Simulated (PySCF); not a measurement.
CH4AlNO: saddle-point search (part 2 of 3)

The same run, continued: CH4AlNO; HF/def2-SVP, RHF (PySCF 2.14.0). 

Geometry of the input (Å):
```
C  -0.2540  0.7620  -0.4400
N  0.5769  0.2531  0.6547
Al 0.0361  -1.3595  0.2091
O  -0.8205  -0.4291  -0.9750
H  0.3324  1.2769  -1.2135
H  -1.0525  1.4310  -0.0907
H  1.1077  0.8870  1.2215
H  -1.0539  -2.2967  -1.0062
```

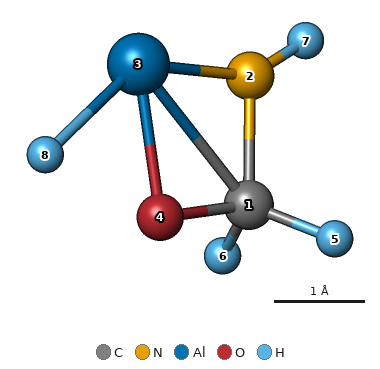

*The structure as given in the input (ball-and-stick view, seen at a tilt; atoms are numbered from 1 in the order of the input). Sticks mark near contacts.*

The program's output, continued:
```
Geometry optimization cycle 6
Cartesian coordinates (Angstrom)
 Atom        New coordinates             dX        dY        dZ
   C  -0.274133   0.746471  -0.462895   -0.005265 -0.005082 -0.005770
   N   0.569475   0.221338   0.649883   -0.000770 -0.006374 -0.000081
  Al   0.038354  -1.422970   0.221173    0.006066 -0.019836  0.010374
   O  -0.782327  -0.479754  -0.920965    0.006130 -0.015777  0.009743
   H   0.298786   1.258981  -1.242546   -0.008779 -0.006586 -0.007876
   H  -1.076331   1.411806  -0.127332   -0.006755 -0.006703 -0.009422
   H   1.098180   0.851636   1.214504   -0.001283 -0.005881 -0.000841
   H  -0.999791  -2.062792  -0.971908    0.010656  0.066237  0.003872
converged SCF energy = -411.099207671221
--------------- DFRHF_Scanner gradients ---------------
         x                y                z
0 C    -0.0021969984     0.0123678833    -0.0045561403
1 N    -0.0019638625    -0.0014993369    -0.0021601903
2 Al     0.0103771258     0.0117611851     0.0112055118
3 O     0.0131757019    -0.0771727828     0.0268802494
4 H    -0.0018701669    -0.0005746674    -0.0019725392
5 H    -0.0016422354    -0.0006370449    -0.0021347017
6 H    -0.0003054501     0.0012769628    -0.0005644750
7 H    -0.0155741143     0.0544778007    -0.0266977146
----------------------------------------------
cycle 6: E = -411.099207671  dE = 0.00893112  norm(grad) = 0.106552
Step    5 : Displace = 2.730e-02/6.729e-02 (rms/max) Trust = 3.000e-02 (+) Grad = 3.767e-02/8.278e-02 (rms/max) E (change) = -411.0992076712 (+8.931e-03) Quality = 0.985
Hessian Eigenvalues:  -8.886e-02 -1.921e-08  4.047e-09  1.208e-08  2.593e-08  2.803e-08  1.755e-07
 1.548e-03  7.350e-03  1.469e-02  3.791e-02  4.609e-02    .....    3.526e-01  3.850e-01  5.214e-01

Geometry optimization cycle 7
Cartesian coordinates (Angstrom)
 Atom        New coordinates             dX        dY        dZ
   C  -0.277171   0.738853  -0.465460   -0.003038 -0.007619 -0.002565
   N   0.568180   0.217976   0.648747   -0.001295 -0.003362 -0.001136
  Al   0.054945  -1.444912   0.244798    0.016591 -0.021941  0.023625
   O  -0.782043  -0.497410  -0.918128    0.000283 -0.017656  0.002837
   H   0.292230   1.248282  -1.248512   -0.006556 -0.010699 -0.005966
   H  -1.082223   1.401308  -0.133786   -0.005892 -0.010498 -0.006454
   H   1.094962   0.852679   1.210282   -0.003218  0.001043 -0.004222
   H  -0.996666  -1.992061  -0.978028    0.003125  0.070731 -0.006120
converged SCF energy = -411.089290841658
--------------- DFRHF_Scanner gradients ---------------
         x                y                z
0 C    -0.0046877331     0.0135443023    -0.0077016371
1 N     0.0004453839    -0.0012329798     0.0007514201
2 Al     0.0060703450     0.0054609992     0.0067687247
3 O     0.0123887648    -0.0648013616     0.0241390489
4 H    -0.0015842037    -0.0002527871    -0.0012856882
5 H    -0.0009775642    -0.0003231474    -0.0017502911
6 H    -0.0002425830     0.0007304132    -0.0004144585
7 H    -0.0114124099     0.0468745612    -0.0205071187
----------------------------------------------
cycle 7: E = -411.089290842  dE = 0.00991683  norm(grad) = 0.0898444
Step    6 : Displace = 2.996e-02/7.145e-02 (rms/max) Trust = 3.000e-02 (=) Grad = 3.176e-02/7.025e-02 (rms/max) E (change) = -411.0892908417 (+9.917e-03) Quality = 0.951
Hessian Eigenvalues:  -1.125e-01 -1.920e-08  4.055e-09  1.208e-08  2.593e-08  2.803e-08  1.755e-07
 1.548e-03  7.350e-03  1.469e-02  3.790e-02  4.609e-02    .....    3.526e-01  3.837e-01  5.214e-01

Geometry optimization cycle 8
Cartesian coordinates (Angstrom)
 Atom        New coordinates             dX        dY        dZ
   C  -0.276759   0.729311  -0.463556    0.000412 -0.009542  0.001904
   N   0.563556   0.213311   0.643685   -0.004624 -0.004665 -0.005062
  Al   0.070181  -1.462931   0.266068    0.015236 -0.018019  0.021270
   O  -0.788363  -0.509038  -0.924261   -0.006319 -0.011628 -0.006133
   H   0.289939   1.235990  -1.249895   -0.002291 -0.012291 -0.001384
   H  -1.084776   1.389161  -0.135028   -0.002553 -0.012146 -0.001242
   H   1.087287   0.854729   1.200482   -0.007675  0.002050 -0.009800
   H  -0.988853  -1.925820  -0.977581    0.007813  0.066241  0.000447
converged SCF energy = -411.083760416158
--------------- DFRHF_Scanner gradients ---------------
         x                y                z
0 C    -0.0048434287     0.0110921203    -0.0074883829
1 N     0.0008867040    -0.0012123689     0.0012780549
2 Al     0.0009646002     0.0034606078     0.0007373978
3 O     0.0122895591    -0.0444816755     0.0211945366
4 H    -0.0008824535    -0.0000113217    -0.0006796622
5 H    -0.0004845856    -0.0000497160    -0.0009797569
6 H    -0.0001911719     0.0005844994    -0.0003315041
7 H    -0.0077392238     0.0306178547    -0.0137306833
----------------------------------------------
cycle 8: E = -411.083760416  dE = 0.00553043  norm(grad) = 0.0631473
Step    7 : Displace = 2.808e-02/6.687e-02 (rms/max) Trust = 3.000e-02 (=) Grad = 2.233e-02/5.078e-02 (rms/max) E (change) = -411.0837604162 (+5.530e-03) Quality = 0.874
Hessian Eigenvalues:  -1.735e-01 -1.919e-08  4.061e-09  1.208e-08  2.593e-08  2.803e-08  1.755e-07
 1.548e-03  7.350e-03  1.469e-02  3.790e-02  4.609e-02    .....    3.518e-01  3.834e-01  5.214e-01

Geometry optimization cycle 9
Cartesian coordinates (Angstrom)
 Atom        New coordinates             dX        dY        dZ
   C  -0.274816   0.716600  -0.459418    0.001943 -0.012711  0.004138
   N   0.557519   0.207906   0.636971   -0.006037 -0.005405 -0.006714
  Al   0.088731  -1.477885   0.291028    0.018551 -0.014954  0.024959
   O  -0.803331  -0.514667  -0.941898   -0.014968 -0.005628 -0.017636
   H   0.289699   1.221408  -1.248222   -0.000240 -0.014582  0.001673
   H  -1.085066   1.374569  -0.133356   -0.000290 -0.014592  0.001673
   H   1.077629   0.856623   1.188294   -0.009658  0.001894 -0.012188
   H  -0.978154  -1.859841  -0.973485    0.010699  0.065979  0.004096
converged SCF energy = -411.08304405641
--------------- DFRHF_Scanner gradients ---------------
         x                y                z
0 C    -0.0043316182     0.0060186293    -0.0061500633
1 N     0.0010908781    -0.0013711127     0.0015518073
2 Al    -0.0046871148     0.0060310669    -0.0066025730
3 O     0.0133246455    -0.0142331368     0.0183114931
4 H     0.0000240483     0.0003233279     0.0000626382
5 H     0.0000999842     0.0003196499     0.0000201277
6 H    -0.0001346657     0.0003946652    -0.0002342219
7 H    -0.0053861574     0.0025169103    -0.0069592080
----------------------------------------------
cycle 9: E = -411.083044056  dE = 0.00071636  norm(grad) = 0.031621
Step    8 : Displace = 3.002e-02/6.705e-02 (rms/max) Trust = 3.000e-02 (=) Grad = 1.118e-02/2.675e-02 (rms/max) E (change) = -411.0830440564 (+7.164e-04) Quality = 0.388
Hessian Eigenvalues:  -2.265e-01 -1.925e-08  4.021e-09  1.207e-08  2.593e-08  2.803e-08  1.755e-07
 1.548e-03  7.350e-03  1.469e-02  3.783e-02  4.609e-02    .....    3.509e-01  3.827e-01  5.214e-01

Geometry optimization cycle 10
Cartesian coordinates (Angstrom)
 Atom        New coordinates             dX        dY        dZ
   C  -0.274700   0.713413  -0.458823    0.000116 -0.003186  0.000596
   N   0.553564   0.202553   0.632827   -0.003955 -0.005352 -0.004144
  Al   0.089076  -1.482319   0.292054    0.000344 -0.004434  0.001026
   O  -0.815468  -0.507177  -0.957853   -0.012137  0.007490 -0.015955
   H   0.291369   1.218673  -1.246177    0.001669 -0.002735  0.002045
   H  -1.083779   1.371904  -0.131025    0.001288 -0.002665  0.002331
   H   1.074143   0.850033   1.184893   -0.003486 -0.006590 -0.003400
   H  -0.961993  -1.842369  -0.955983    0.016161  0.017472  0.017502
converged SCF energy = -411.084410599462
--------------- DFRHF_Scanner gradients ---------------
         x                y                z
0 C    -0.0031701461     0.0054530510    -0.0046285782
1 N     0.0009699110    -0.0006986601     0.0013070681
2 Al    -0.0069693504     0.0048288999    -0.0092589146
3 O     0.0120081865    -0.0083294149     0.0158727369
4 H     0.0001078650     0.0000436752     0.0000642523
5 H     0.0000481349     0.0000560697     0.0001288855
6 H    -0.0001272300     0.0004692576    -0.0002347952
7 H    -0.0028673709    -0.0018228782    -0.0032506547
----------------------------------------------
cycle 10: E = -411.084410599  dE = -0.00136654  norm(grad) = 0.0266444
Step    9 : Displace = 1.376e-02/3.006e-02 (rms/max) Trust = 1.500e-02 (-) Grad = 9.420e-03/2.158e-02 (rms/max) E (change) = -411.0844105995 (-1.367e-03) Quality = 0.950
Hessian Eigenvalues:  -2.547e-01 -1.920e-08  4.057e-09  1.208e-08  2.593e-08  2.803e-08  1.755e-07
 1.548e-03  7.350e-03  1.469e-02  3.565e-02  4.609e-02    .....    3.491e-01  3.810e-01  5.214e-01

Geometry optimization cycle 11
Cartesian coordinates (Angstrom)
 Atom        New coordinates             dX        dY        dZ
   C  -0.276151   0.710688  -0.460322   -0.001451 -0.002725 -0.001499
   N   0.548419   0.194149   0.627608   -0.005145 -0.008405 -0.005219
  Al   0.086584  -1.481619   0.289065   -0.002492  0.000700 -0.002989
   O  -0.836569  -0.486813  -0.986621   -0.021101  0.020364 -0.028769
   H   0.294911   1.220699  -1.241640    0.003542  0.002026  0.004537
   H  -1.079775   1.373766  -0.126794    0.004003  0.001862  0.004231
   H   1.071665   0.835206   1.183850   -0.002478 -0.014827 -0.001043
   H  -0.936873  -1.841364  -0.925233    0.025121  0.001005  0.030751
converged SCF energy = -411.085860205747
--------------- DFRHF_Scanner gradients ---------------
         x                y                z
0 C     0.0001433476     0.0045191082    -0.0004687225
1 N     0.0005565642     0.0002216527     0.0006857524
2 Al    -0.0055648092     0.0017321921    -0.0071078475
3 O     0.0054117501    -0.0086482458     0.0077874013
4 H    -0.0002870267    -0.0005513467    -0.0004878564
5 H    -0.0005001589    -0.0005344568    -0.0002943552
6 H    -0.0000660008     0.0002714223    -0.0001308329
7 H     0.0003063337     0.0029896740     0.0000164609
----------------------------------------------
cycle 11: E = -411.085860206  dE = -0.00144961  norm(grad) = 0.0167654
Step   10 : Displace = 2.150e-02/4.180e-02 (rms/max) Trust = 2.121e-02 (+) Grad = 5.927e-03/1.283e-02 (rms/max) E (change) = -411.0858602057 (-1.450e-03) Quality = 0.956
Hessian Eigenvalues:  -2.513e-01 -1.944e-08  3.875e-09  1.201e-08  2.593e-08  2.803e-08  1.755e-07
 1.548e-03  7.349e-03  1.469e-02  2.833e-02  4.609e-02    .....    3.488e-01  3.807e-01  5.214e-01

Geometry optimization cycle 12
Cartesian coordinates (Angstrom)
 Atom        New coordinates             dX        dY        dZ
   C  -0.283392   0.699872  -0.467566   -0.007242 -0.010816 -0.007244
   N   0.542031   0.186746   0.620313   -0.006388 -0.007402 -0.007296
  Al   0.100432  -1.480187   0.306200    0.013848  0.001432  0.017135
   O  -0.862103  -0.462946  -1.020395   -0.025535  0.023866 -0.033773
   H   0.300558   1.225585  -1.230680    0.005648  0.004886  0.010960
   H  -1.069124   1.378970  -0.119438    0.010652  0.005203  0.007356
   H   1.065684   0.825087   1.178194   -0.005981 -0.010118 -0.005656
   H  -0.921870  -1.848412  -0.906713    0.015003 -0.007048  0.018520
converged SCF energy = -411.086584870451
--------------- DFRHF_Scanner gradients ---------------
         x                y                z
0 C     0.0005176951    -0.0033043279     0.0012706592
1 N    -0.0003549343    -0.0003843486    -0.0004287354
2 Al     0.0021059988     0.0042293392     0.0019883929
3 O    -0.0009587737    -0.0006192198    -0.0013002124
4 H    -0.0000061754     0.0001459946     0.0000891325
5 H     0.0001226371     0.0001676652    -0.0000014743
6 H     0.0001194034    -0.0005170737     0.0002255688
7 H    -0.0015458511     0.0002819711    -0.0018433311
----------------------------------------------
cycle 12: E = -411.08658487  dE = -0.000724665  norm(grad) = 0.00698571
Step   11 : Displace = 2.339e-02/4.830e-02 (rms/max) Trust = 3.000e-02 (+) Grad = 2.470e-03/5.126e-03 (rms/max) E (change) = -411.0865848705 (-7.247e-04) Quality = 0.811
Hessian Eigenvalues:  -2.520e-01 -1.040e-07 -5.748e-09  1.037e-08  2.566e-08  2.802e-08  1.755e-07
 1.547e-03  7.339e-03  1.469e-02  2.929e-02  4.609e-02    .....    3.499e-01  3.822e-01  5.214e-01

Geometry optimization cycle 13
Cartesian coordinates (Angstrom)
 Atom        New coordinates             dX        dY        dZ
   C  -0.285518   0.700661  -0.470328   -0.002126  0.000789 -0.002762
   N   0.540497   0.189203   0.617781   -0.001534  0.002456 -0.002532
  Al   0.103615  -1.486680   0.311358    0.003183 -0.006493  0.005158
   O  -0.860686  -0.467159  -1.016836    0.001418 -0.004213  0.003559
   H   0.296906   1.223738  -1.236241   -0.003652 -0.001847 -0.005561
   H  -1.073532   1.377785  -0.123924   -0.004409 -0.001185 -0.004486
   H   1.061980   0.832186   1.172918   -0.003704  0.007099 -0.005276
   H  -0.910957  -1.844958  -0.894765    0.010912  0.003454  0.011948
converged SCF energy = -411.08664664813
--------------- DFRHF_Scanner gradients ---------------
         x                y                z
0 C    -0.0003443957    -0.0007183354    -0.0001111428
1 N     0.0000240569     0.0003052873    -0.0000649017
2 Al    -0.0011613477     0.0001813508    -0.0015370705
3 O     0.0007160621     0.0010508627     0.0004455740
4 H     0.0000735829     0.0000704040     0.0001112124
5 H     0.0001180934     0.0000920278     0.0000896079
6 H    -0.0000028582     0.0000206769     0.0000218384
7 H     0.0005768064    -0.0010022741     0.0010448824
----------------------------------------------
cycle 13: E = -411.086646648  dE = -6.17777e-05  norm(grad) = 0.00296444
Step   12 : Displace = 5.459e-03/1.114e-02 (rms/max) Trust = 3.000e-02 (=) Grad = 1.048e-03/1.935e-03 (rms/max) E (change) = -411.0866466481 (-6.178e-05) Quality = 0.999
Hessian Eigenvalues:  -3.055e-01 -7.307e-09  1.013e-08  2.554e-08  2.795e-08  1.754e-07  9.213e-04
 1.687e-03  7.089e-03  1.449e-02  2.926e-02  4.609e-02    .....    3.571e-01  4.026e-01  5.214e-01

Geometry optimization cycle 14
Cartesian coordinates (Angstrom)
 Atom        New coordinates             dX        dY        dZ
   C  -0.274772   0.708084  -0.457966    0.010746  0.007424  0.012361
   N   0.540363   0.161850   0.621491   -0.000134 -0.027353  0.003710
  Al   0.077317  -1.500302   0.280831   -0.026298 -0.013622 -0.030527
   O  -0.867315  -0.439292  -1.028734   -0.006630  0.027867 -0.011898
   H   0.317800   1.236797  -1.212134    0.020894  0.013059  0.024106
   H  -1.052640   1.390787  -0.099784    0.020892  0.013003  0.024139
   H   1.070903   0.785163   1.190310    0.008923 -0.047024  0.017392
   H  -0.939993  -1.818615  -0.934388   -0.029036  0.026343 -0.039623
converged SCF energy = -411.086646148621
--------------- DFRHF_Scanner gradients ---------------
         x                y                z
0 C    -0.0003401507    -0.0006720699    -0.0001053869
1 N     0.0000268166     0.0002879960    -0.0000544135
2 Al    -0.0010682611     0.0002168069    -0.0014302735
3 O     0.0006870302     0.0009378307     0.0004126976
4 H     0.0000692375     0.0000619191     0.0001055036
5 H     0.0001135690     0.0000837541     0.0000866880
6 H    -0.0000017406     0.0000180518     0.0000205366
7 H     0.0005134991    -0.0009342887     0.0009646481
----------------------------------------------
cycle 14: E = -411.086646149  dE = 4.99509e-07  norm(grad) = 0.00274516
Step   13 : Displace = 1.490e-04/3.598e-04 (rms/max) Trust = 3.000e-02 (=) Grad = 9.706e-04/1.798e-03 (rms/max) E (change) = -411.0866461486 (+4.995e-07) Quality = -0.443
Poor-quality step dominated by net translation/rotation detected; will project out net forces and torques past this point.
Not rejecting step - energy change meets convergence criteria
Hessian Eigenvalues:  -3.027e-01 -2.705e-08 -5.628e-09  1.436e-08  2.644e-08  1.633e-07  1.605e-06
 1.596e-03  7.081e-03  1.447e-02  2.925e-02  4.609e-02    .....    3.569e-01  4.018e-01  5.214e-01

Geometry optimization cycle 15
Cartesian coordinates (Angstrom)
 Atom        New coordinates             dX        dY        dZ
   C  -0.274769   0.708101  -0.457965    0.000003  0.000017  0.000001
   N   0.540383   0.161868   0.621515    0.000021  0.000018  0.000024
  Al   0.077326  -1.500249   0.280837    0.000009  0.000053  0.000005
   O  -0.867319  -0.439288  -1.028742   -0.000004  0.000004 -0.000007
   H   0.317803   1.236819  -1.212133    0.000003  0.000022  0.000002
   H  -1.052637   1.390807  -0.099783    0.000003  0.000020  0.000001
   H   1.070927   0.785173   1.190337    0.000024  0.000011  0.000027
   H  -0.940053  -1.818760  -0.934441   -0.000060 -0.000145 -0.000053
converged SCF energy = -411.086646066873
--------------- DFRHF_Scanner gradients ---------------
         x                y                z
0 C    -0.0003319964    -0.0006656044    -0.0000964460
1 N     0.0000316085     0.0002814855    -0.0000473643
2 Al    -0.0010270856     0.0002241641    -0.0013803004
3 O     0.0006614374     0.0009076849     0.0003854170
4 H     0.0000679027     0.0000623997     0.0001028221
5 H     0.0001114487     0.0000840863     0.0000848568
6 H    -0.0000018414     0.0000155833     0.0000206771
7 H     0.0004885261    -0.0009097994     0.0009303376
```
